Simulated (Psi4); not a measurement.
# Run report: NaRb, geometry relaxation (part 3 of 4)

Continued. System: NaRb, SMILES [Na][Rb]. Method: SCAN/def2-TZVPPD, RKS, core potentials def2 (Psi4 1.11). The geometry comes from this level: PBE0-D4/def2-TZVP.

Geometry of the input (Å):
```
Na 0.0000  0.0000  -0.2110
Rb -0.0000  -0.0000  3.4891
```

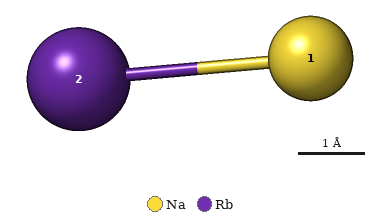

Figure 1. The starting structure (ball-and-stick view, seen at a tilt; atoms are numbered from 1 in the order of the input). Sticks mark near contacts.

**The program's output, continued**
```
	 Z (Atomic Numbers)          Masses                          Geom
	      11.000000            22.989769          0.00000000  0.00000000 -5.37682530
	      37.000000            84.911790          0.00000000  0.00000000  1.45576926

	 - Coordinate -           - BOHR/RAD -       - ANG/DEG -
	 R(1,2)           =         6.832595           3.615653

	        --- Internal Coordinate Step in ANG or DEG, aJ/ANG or AJ/DEG ---
	-------------------------------------------------------------------------------
	           Coordinate      Previous         Force          Change          New
	           ----------      --------        ------          ------        ------
	               R(1,2)       3.61565        0.00008        0.00065       3.61630
	-------------------------------------------------------------------------------

	                                 ==> Convergence Check <==

	Measures of convergence in internal coordinates in au.

	Criteria marked as inactive (o), active & met (*), and active & unmet ( ).

	----------------------------------------------------------------------------------------------
	   Step    Total Energy     Delta E     Max Force     RMS Force      Max Disp      RMS Disp
	----------------------------------------------------------------------------------------------
	  Convergence Criteria              o    1.50e-05 *    1.00e-05 *    6.00e-05 *    4.00e-05 *
	----------------------------------------------------------------------------------------------
	     3    -186.38136535    1.08e-04 o    9.80e-06 *    9.80e-06 *    1.23e-03      1.23e-03    ~
	----------------------------------------------------------------------------------------------

Next Geometry in Ang
	Fragment 1 (Ang)

	   Na   0.0000000000   0.0000000000  -2.8456176577
	   Rb   0.0000000000   0.0000000000   0.7706841591

    Structure for next step:
    Molecular point group: c1
    Full point group: C_inf_v

    Geometry (in Angstrom), charge = 0, multiplicity = 1:

    NA           0.000000000000     0.000000000000    -2.845803733410
    RB           0.000000000000     0.000000000000     0.770498083422

gradient() will perform analytic gradient computation.

  ==> Geometry <==

    Molecular point group: c1
    Full point group: C_inf_v

    Geometry (in Angstrom), charge = 0, multiplicity = 1:

       Center              X                  Y                   Z               Mass
    ------------   -----------------  -----------------  -----------------  -----------------
         NA           0.000000000000     0.000000000000    -2.845803733410    22.989769282000
         RB           0.000000000000     0.000000000000     0.770498083422    84.911789737900

  Running in c1 symmetry.

  Rotational constants: A = ************  B =      0.07125  C =      0.07125 [cm^-1]
  Rotational constants: A = ************  B =   2136.05766  C =   2136.05766 [MHz]
  Nuclear repulsion =   14.486773093021787

  Charge       = 0
  Multiplicity = 1
  Electrons    = 20
  Nalpha       = 10
  Nbeta        = 10

   => Molecular Quadrature <=

    Radial Scheme          =       TREUTLER
    Pruning Scheme         =           NONE
    Nuclear Scheme         =       TREUTLER

    Blocking Scheme        =         OCTREE
    BS radius alpha        =              1
    Pruning alpha          =              1
    Radial Points          =             99
    Spherical Points       =            590
    Total Points           =         111689
    Total Blocks           =           1112
    Max Points             =            256
    Max Functions          =             74
    Weights Tolerance      =       1.00E-15

  ==> Integral Setup <==

  Using in-core PK algorithm.
   Calculation information:
      Number of atoms:                   2
      Number of AO shells:              27
      Number of primitives:             44
      Number of atomic orbitals:        84
      Number of basis functions:        75

      Integral cutoff                 1.00e-12
      Number of threads:                 1

  Performing in-core PK
  Using 8125350 doubles for integral storage.
  We computed 67567 shell quartets total.
  Whereas there are 71631 unique shell quartets.

  ==> DiskJK: Disk-Based J/K Matrices <==

    J tasked:                  Yes
    K tasked:                   No
    wK tasked:                  No
    Memory [MiB]:              672
    Schwarz Cutoff:          1E-12

  Cached 100.0% of DFT collocation blocks in 0.461 [GiB].

  Minimum eigenvalue in the overlap matrix is 1.2180840236E-03.
  Reciprocal condition number of the overlap matrix is 2.8916267454E-04.
    Using symmetric orthogonalization.

  ==> Iterations <==

                        Total Energy        Delta E     RMS |[F,P]|

   @RKS iter   0:  -186.38135684875871   -1.86381e+02   2.48644e-06
   @RKS iter   1:  -186.38136750117616   -1.06524e-05   1.48030e-07 DIIS
   @RKS iter   2:  -186.38136750094330    2.32859e-10   2.18907e-07 DIIS
   @RKS iter   3:  -186.38136750155442   -6.11124e-10   3.41314e-08 DIIS
   @RKS iter   4:  -186.38136750155758   -3.15481e-12   1.52386e-08 DIIS
   @RKS iter   5:  -186.38136750156025   -2.67164e-12   2.40329e-09 DIIS
  Energy and wave function converged.

  ==> Post-Iterations <==

   Electrons on quadrature grid:
      Ntotal   =   20.0000001089 ; deviation = 1.089e-07

    Final Occupation by Irrep:
              A
    DOCC [    10 ]
    NA   [    10 ]
    NB   [    10 ]

  @RKS Final Energy:  -186.38136750156025

   => Energetics <=

    Nuclear Repulsion Energy =             14.4867730930217871
    One-Electron Energy =                -296.7198080363442614
    Two-Electron Energy =                 113.9916101501282526
    DFT Exchange-Correlation Energy =     -18.1399427083660179
    Empirical Dispersion Energy =           0.0000000000000000
    VV10 Nonlocal Energy =                  0.0000000000000000
    Total Energy =                       -186.3813675015602485

Computation Completed

Properties will be evaluated at   0.000000,   0.000000,   0.000000 [a0]

Properties computed using the SCF density matrix

 Multipole Moments:

 ------------------------------------------------------------------------------------
     Multipole            Electronic (a.u.)      Nuclear  (a.u.)        Total (a.u.)
 ------------------------------------------------------------------------------------

 L = 1.  Multiply by 2.5417464519 to convert [e a0] to [Debye]
 Dipole X            :         -0.0000000            0.0000000           -0.0000000
 Dipole Y            :         -0.0000000            0.0000000           -0.0000000
 Dipole Z            :         47.4526436          -46.0514131            1.4012305
 Magnitude           :                                                    1.4012305

 ------------------------------------------------------------------------------------

	total time  =          4 seconds =       0.07 minutes

         ------------------------------------------------------------
                                   SCF GRAD
         ------------------------------------------------------------

  ==> Geometry <==

    Molecular point group: c1
    Full point group: C_inf_v

    Geometry (in Angstrom), charge = 0, multiplicity = 1:

       Center              X                  Y                   Z               Mass
    ------------   -----------------  -----------------  -----------------  -----------------
         NA           0.000000000000     0.000000000000    -2.845803733410    22.989769282000
         RB           0.000000000000     0.000000000000     0.770498083422    84.911789737900

  Nuclear repulsion =   14.486773093021787

   => Molecular Quadrature <=

    Radial Scheme          =       TREUTLER
    Pruning Scheme         =           NONE
    Nuclear Scheme         =       TREUTLER

    Blocking Scheme        =         OCTREE
    BS radius alpha        =              1
    Pruning alpha          =              1
    Radial Points          =             99
    Spherical Points       =            590
    Total Points           =         111689
    Total Blocks           =           1112
    Max Points             =            256
    Max Functions          =             74
    Weights Tolerance      =       1.00E-15

  -Total Gradient:
     Atom            X                  Y                   Z
    ------   -----------------  -----------------  -----------------
       1        0.000000000000     0.000000000000    -0.001398483382
       2       -0.000000000000     0.000000000000    -0.001397187070

	total time  =          2 seconds =       0.03 minutes

    			-----------------------------------------

    			 OPTKING 3.0: for geometry optimizations

    			        with contributions from

    			-----------------------------------------

	                            ===> Fragment 1 <==

	 Z (Atomic Numbers)          Masses                          Geom
	      11.000000            22.989769          0.00000000  0.00000000 -5.37778966
	      37.000000            84.911790          0.00000000  0.00000000  1.45603036

	 - Coordinate -           - BOHR/RAD -       - ANG/DEG -
	 R(1,2)           =         6.833820           3.616302

	        --- Internal Coordinate Step in ANG or DEG, aJ/ANG or AJ/DEG ---
	-------------------------------------------------------------------------------
	           Coordinate      Previous         Force          Change          New
	           ----------      --------        ------          ------        ------
	               R(1,2)       3.61630       -0.00001       -0.00004       3.61626
	-------------------------------------------------------------------------------

	                                 ==> Convergence Check <==

	Measures of convergence in internal coordinates in au.

	Criteria marked as inactive (o), active & met (*), and active & unmet ( ).

	----------------------------------------------------------------------------------------------
	   Step    Total Energy     Delta E     Max Force     RMS Force      Max Disp      RMS Disp
	----------------------------------------------------------------------------------------------
	  Convergence Criteria              o    1.50e-05 *    1.00e-05 *    6.00e-05 *    4.00e-05 *
	----------------------------------------------------------------------------------------------
	     4    -186.38136750   -2.16e-06 o    6.48e-07 *    6.48e-07 *    8.11e-05      8.11e-05    ~
	----------------------------------------------------------------------------------------------

Next Geometry in Ang
	Fragment 1 (Ang)

	   Na   0.0000000000   0.0000000000  -2.8457822746
	   Rb   0.0000000000   0.0000000000   0.7704766246

    Structure for next step:
    Molecular point group: c1
    Full point group: C_inf_v

    Geometry (in Angstrom), charge = 0, multiplicity = 1:

    NA           0.000000000000     0.000000000000    -2.845769959900
    RB           0.000000000000     0.000000000000     0.770488939283

gradient() will perform analytic gradient computation.

  ==> Geometry <==

    Molecular point group: c1
    Full point group: C_inf_v

    Geometry (in Angstrom), charge = 0, multiplicity = 1:

       Center              X                  Y                   Z               Mass
    ------------   -----------------  -----------------  -----------------  -----------------
         NA           0.000000000000     0.000000000000    -2.845769959900    22.989769282000
         RB           0.000000000000     0.000000000000     0.770488939283    84.911789737900

  Running in c1 symmetry.

  Rotational constants: A = ************  B =      0.07125  C =      0.07125 [cm^-1]
  Rotational constants: A = ************  B =   2136.10836  C =   2136.10836 [MHz]
  Nuclear repulsion =   14.486945021602175

  Charge       = 0
  Multiplicity = 1
  Electrons    = 20
  Nalpha       = 10
  Nbeta        = 10

  ==> DiskJK: Disk-Based J/K Matrices <==

    J tasked:                  Yes
    K tasked:                   No
    wK tasked:                  No
    Memory [MiB]:              672
    Schwarz Cutoff:          1E-12

  Cached 100.0% of DFT collocation blocks in 0.461 [GiB].

  Minimum eigenvalue in the overlap matrix is 1.2180174107E-03.
  Reciprocal condition number of the overlap matrix is 2.8914621974E-04.
    Using symmetric orthogonalization.

  ==> Iterations <==

                        Total Energy        Delta E     RMS |[F,P]|

   @RKS iter   0:  -186.38136806466198   -1.86381e+02   1.64505e-07
   @RKS iter   1:  -186.38136735927478    7.05387e-07   9.12539e-09 DIIS
   @RKS iter   2:  -186.38136735927409    6.82121e-13   1.29087e-08 DIIS
   @RKS iter   3:  -186.38136735927597   -1.87583e-12   2.23545e-09 DIIS
  Energy and wave function converged.

  ==> Post-Iterations <==

   Electrons on quadrature grid:
      Ntotal   =   20.0000001088 ; deviation = 1.088e-07

    Orbital Energies [Eh]
    ---------------------

    Doubly Occupied:

       1A    -38.188381     2A     -2.144767     3A     -1.233075
       4A     -1.061309     5A     -1.061096     6A     -1.061096
       7A     -0.610190     8A     -0.610190     9A     -0.608977
      10A     -0.099763

    Virtual:

      11A     -0.054427    12A     -0.028825    13A     -0.028825
      14A     -0.007702    15A      0.007752    16A      0.007752
      17A      0.021215    18A      0.030971    19A      0.030988
      20A      0.048918    21A      0.048918    22A      0.052925
      23A      0.064096    24A      0.075532    25A      0.075532
      26A      0.081495    27A      0.090202    28A      0.092949
      29A      0.092949    30A      0.102789    31A      0.102907
      32A      0.115421    33A      0.115421    34A      0.136018
      35A      0.142896    36A      0.204212    37A      0.204225
      38A      0.212217    39A      0.212217    40A      0.233618
      41A      0.262011    42A      0.262011    43A      0.297630
      44A      0.330173    45A      0.330181    46A      0.332482
      47A      0.332482    48A      0.389722    49A      0.585632
      50A      0.585632    51A      0.612877    52A      0.715948
      53A      1.085424    54A      1.085448    55A      1.110098
      56A      1.110098    57A      1.151002    58A      1.255364
      59A      1.255364    60A      1.316238    61A      1.886145
      62A      1.886145    63A      1.887070    64A      1.887070
      65A      1.889987    66A      1.889987    67A      1.899837
      68A      3.561039    69A      5.734521    70A      5.734525
      71A      5.745175    72A      5.745175    73A      5.766086
      74A     13.061847    75A     39.292538

    Final Occupation by Irrep:
              A
    DOCC [    10 ]
    NA   [    10 ]
    NB   [    10 ]

  @RKS Final Energy:  -186.38136735927597

   => Energetics <=

    Nuclear Repulsion Energy =             14.4869450216021747
    One-Electron Energy =                -296.7201511928262221
    Two-Electron Energy =                 113.9917824064516481
    DFT Exchange-Correlation Energy =     -18.1399435945035989
    Empirical Dispersion Energy =           0.0000000000000000
    VV10 Nonlocal Energy =                  0.0000000000000000
    Total Energy =                       -186.3813673592759699

Computation Completed

Properties will be evaluated at   0.000000,   0.000000,   0.000000 [a0]

Properties computed using the SCF density matrix

 Multipole Moments:

 ------------------------------------------------------------------------------------
     Multipole            Electronic (a.u.)      Nuclear  (a.u.)        Total (a.u.)
 ------------------------------------------------------------------------------------

 L = 1.  Multiply by 2.5417464519 to convert [e a0] to [Debye]
 Dipole X            :         -0.0000000            0.0000000           -0.0000000
 Dipole Y            :          0.0000000            0.0000000            0.0000000
 Dipole Z            :         47.4520916          -46.0508665            1.4012251
 Magnitude           :                                                    1.4012251

 ------------------------------------------------------------------------------------

	total time  =          3 seconds =       0.05 minutes

         ------------------------------------------------------------
                                   SCF GRAD
         ------------------------------------------------------------

  ==> Geometry <==

    Molecular point group: c1
    Full point group: C_inf_v

    Geometry (in Angstrom), charge = 0, multiplicity = 1:

       Center              X                  Y                   Z               Mass
    ------------   -----------------  -----------------  -----------------  -----------------
         NA           0.000000000000     0.000000000000    -2.845769959900    22.989769282000
         RB           0.000000000000     0.000000000000     0.770488939283    84.911789737900

  Nuclear repulsion =   14.486945021602175

   => Molecular Quadrature <=

    Radial Scheme          =       TREUTLER
    Pruning Scheme         =           NONE
    Nuclear Scheme         =       TREUTLER

    Blocking Scheme        =         OCTREE
    BS radius alpha        =              1
    Pruning alpha          =              1
    Radial Points          =             99
    Spherical Points       =            590
    Total Points           =         111689
    Total Blocks           =           1113
    Max Points             =            256
    Max Functions          =             74
    Weights Tolerance      =       1.00E-15

  -Total Gradient:
     Atom            X                  Y                   Z
    ------   -----------------  -----------------  -----------------
       1        0.000000000001     0.000000000000    -0.001397816270
       2       -0.000000000000    -0.000000000000    -0.001397912129

	total time  =          3 seconds =       0.05 minutes

    			-----------------------------------------

    			 OPTKING 3.0: for geometry optimizations

    			        with contributions from

    			-----------------------------------------

	                            ===> Fragment 1 <==

	 Z (Atomic Numbers)          Masses                          Geom
	      11.000000            22.989769          0.00000000  0.00000000 -5.37772584
	      37.000000            84.911790          0.00000000  0.00000000  1.45601308

	 - Coordinate -           - BOHR/RAD -       - ANG/DEG -
	 R(1,2)           =         6.833739           3.616259

	        --- Internal Coordinate Step in ANG or DEG, aJ/ANG or AJ/DEG ---
	-------------------------------------------------------------------------------
	           Coordinate      Previous         Force          Change          New
	           ----------      --------        ------          ------        ------
	               R(1,2)       3.61626        0.00000        0.00000       3.61626
	-------------------------------------------------------------------------------

	                                 ==> Convergence Check <==

	Measures of convergence in internal coordinates in au.

	Criteria marked as inactive (o), active & met (*), and active & unmet ( ).

	----------------------------------------------------------------------------------------------
	   Step    Total Energy     Delta E     Max Force     RMS Force      Max Disp      RMS Disp
	----------------------------------------------------------------------------------------------
	  Convergence Criteria              o    1.50e-05 *    1.00e-05 *    6.00e-05 *    4.00e-05 *
	----------------------------------------------------------------------------------------------
	     5    -186.38136736    1.42e-07 o    4.79e-08 *    4.79e-08 *    6.00e-06 *    6.00e-06 *  ~
	----------------------------------------------------------------------------------------------

Next Geometry in Ang
	Fragment 1 (Ang)

	   Na   0.0000000000   0.0000000000  -2.8457715467
	   Rb   0.0000000000   0.0000000000   0.7704905260

    Final optimized geometry and variables:
    Molecular point group: c1
    Full point group: C_inf_v

    Geometry (in Angstrom), charge = 0, multiplicity = 1:

    NA           0.000000000000     0.000000000000    -2.845769959900
    RB           0.000000000000     0.000000000000     0.770488939283

[set-up sections that repeat, and orbital energies of the middle runs, are left out above]
```
